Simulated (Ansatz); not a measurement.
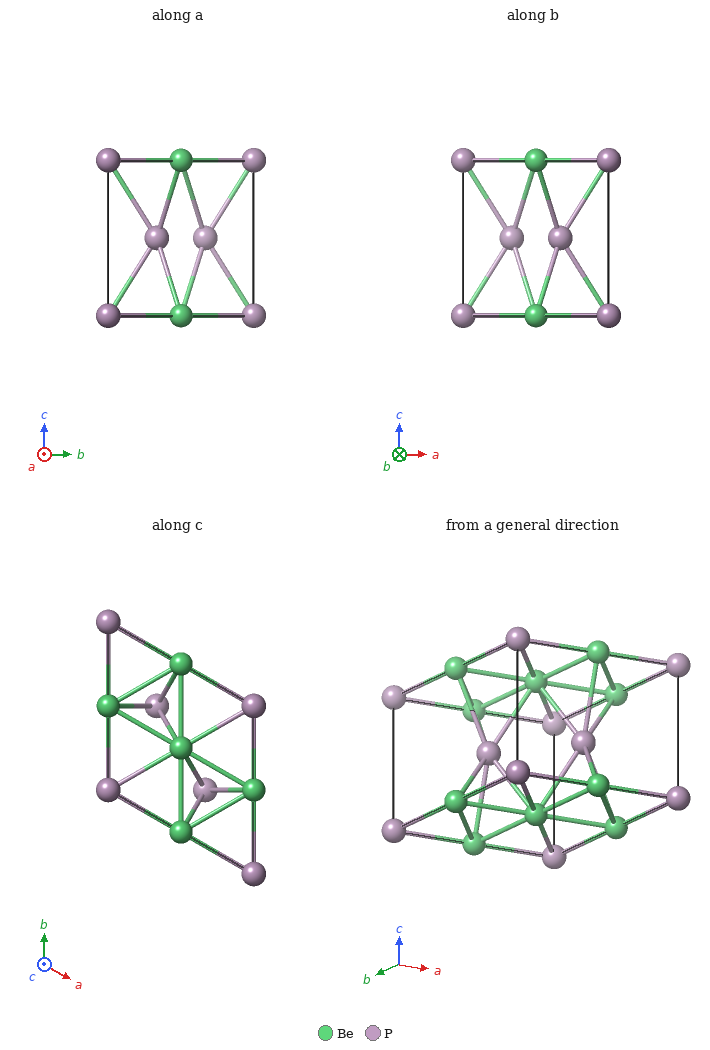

View along the a axis, along the b axis, along the c axis and from a general direction, drawn as a ball-and-stick model. Atoms at the boundary of the conventional unit cell (the box) are drawn once for each face, edge or corner they touch.

Cell parameters: a = 4.52 Å, b = 4.52 Å, c = 4.18 Å, α = 90.00°, β = 90.00°, γ = 120.00°.

Find the formula by counting the atoms in the cell.

Answer. BeP. The cell holds 3 Be, 3 P, counting shared atoms by their share.

State the space group and its number.

Answer. P6/mmm (No. 191), with Be on 3f, P on 1a and P on 2d.

Give the coordination environment of P.

Answer. Each P has six Be at about 2.3 to 2.5 Å.

Does the bonding give isolated units, chains, sheets or a framework?

Answer. The bonds build a three-dimensional framework.

Starting structure: a textbook structure type filled with these elements (whether it is the usual form wasn't checked). It is drawn as it came out of a relaxation with DFT PBE, scalar-relativistic, plane waves, PAW (Ansatz).
